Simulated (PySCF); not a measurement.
The calculation's input:

```
{"job": {"kind": "uv", "xc": "CAM-B3LYP", "basis": "def2-SVPD", "nstates": 8, "ntriplets": 3}, "charge": 0, "multiplicity": 1}
C     -2.033581    -0.520390    -0.161506
O     -0.728945    -1.078722    -0.162236
C      0.299452    -0.258415     0.116092
Ga     2.320223    -0.475438     0.257926
C      0.253412     1.037255     0.398298
F     -0.676361     1.983637     0.519571
F      1.518025     1.622349     0.646601
H     -2.711401    -1.335811    -0.405667
H     -2.121220     0.270215    -0.911662
H     -2.284072    -0.112774     0.821707
H      3.206689    -0.275471    -1.003376
H      2.958978    -0.857121     1.622945
```

Launched as:

```sh
OMP_NUM_THREADS=1 python probes_run.py task.json out
```

Geometry: GFN2-xTB.

Computed with CAM-B3LYP/def2-SVPD, SCF density, gas phase in PySCF.

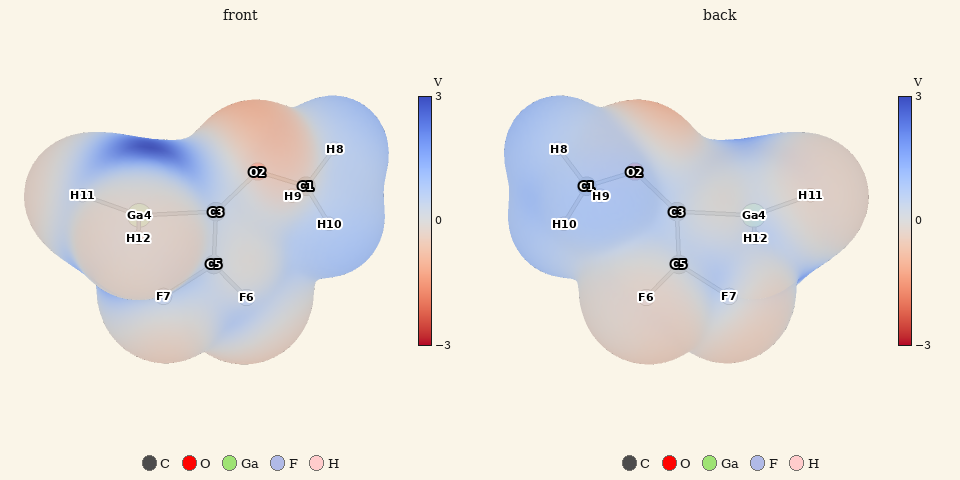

C$_{3}$H$_{5}$F$_{2}$GaO (SMILES CO[C]([GaH2])=C(F)F). The molecular electrostatic potential painted on the density surface at 0.002 e/bohr³, seen from the front and from behind; the colour scale runs from red (negative) to blue (positive).

Q: Describe the electrostatic potential map.

A: The most negative region (about −0.9 V) lies over O2, the most positive (about +2.8 V) over Ga4.

Q: What dipole moment does the calculation give?

A: Its dipole moment is 1.73 D.
